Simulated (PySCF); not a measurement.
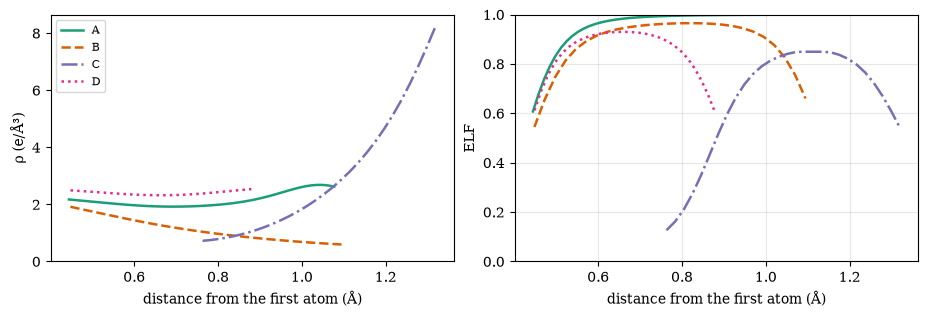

*C4H6AlF. Electron density and ELF along straight lines between neighbouring atoms. The curves leave out the atomic cores.*

Geometry: GFN2-xTB.

These are results of PySCF 2.14.0, PBE0/pcSseg-1, SCF density, gas phase, non-relativistic, not measurements.

```xyz
12

C    -1.7158    0.9853   -0.2456
C    -1.1422   -0.1841   -0.5022
C     0.2296   -0.4624   -0.1027
C     0.8107   -1.6436   -0.3642
Al    1.3579    0.8675    0.8554
F     2.8998    0.4399    1.2558
H    -1.1620    1.7572    0.2716
H    -2.7287    1.2140   -0.5308
H    -1.6841   -0.9694   -1.0196
H     0.3062   -2.4518   -0.8785
H     1.8317   -1.8398   -0.0623
H     0.9980    2.2866    1.2972
```

Which curve belongs to which contact (Al–F, C–Al, C–C and C–H)? The first atom named is at distance zero.

Curve A: C–H (1.08 Å): ρ is about 2 e/Å³ halfway; the ELF climbs to about 1 towards the hydrogen, as it does in any bond to H (an ordinary covalent bond to hydrogen). Curve B: C–Al (1.99 Å): ρ at the midpoint is about 0.69 e/Å³; the ELF peaks at about 0.95 between the atoms; a shared but strongly polarised pair. Curve C: Al–F (1.65 Å): ρ is about 0.85 e/Å³ halfway; the ELF peaks at about 0.85 in the valence shell of F, 0.6 Å from its nucleus, and is about 0.25 at the midpoint. Curve D: C–C (1.33 Å): the density is about 2.3 e/Å³ at the midpoint; the ELF peaks at about 0.95 between the atoms; a multiple bond.
